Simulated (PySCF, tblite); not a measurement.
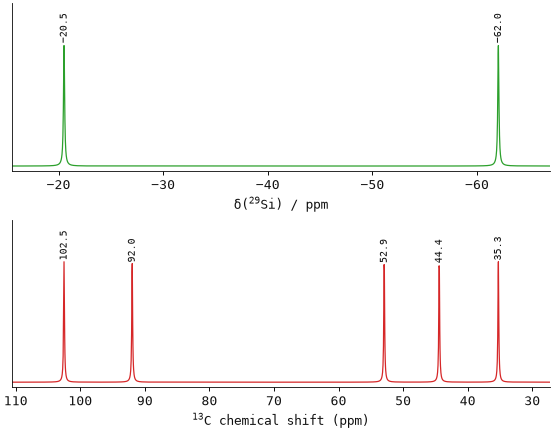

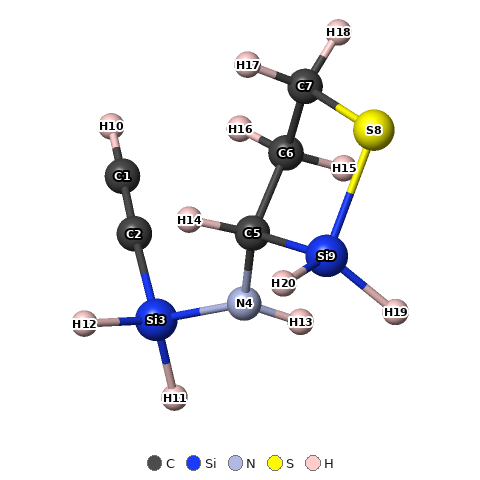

Spectrum and numbered structure of C₅H₁₁NSSi₂, SMILES C#C[SiH2]N[C@@H]1CCS[SiH2]1. GIAO shifts, PBE0/pcSseg-1 with PySCF, at a GFN2-xTB geometry (a minimum by its frequencies), against TMS for ²⁹Si and TMS for ¹³C computed at the same level. Gas phase, fully decoupled, line heights follow the number of nuclei, widths are arbitrary (no quadrupolar broadening); values of one conformer, averaged over methyl-type rotors and exact or near symmetry; other conformers aren't averaged in.

Question: Which atoms give which ²⁹Si line?

Answer:
```tsv
δ (ppm)	nuclei	atoms
−20.5	1	Si9
−62.0	1	Si3
```

Question: Which atoms give which ¹³C line?

Answer:
| δ (ppm) | nuclei | atoms |
| --- | --- | --- |
| 102.5 | 1 | C1 |
| 92.0 | 1 | C2 |
| 52.9 | 1 | C5 |
| 44.4 | 1 | C6 |
| 35.3 | 1 | C7 |

Caveats: the tight-binding geometry is rougher than a DFT one and adds to the error.
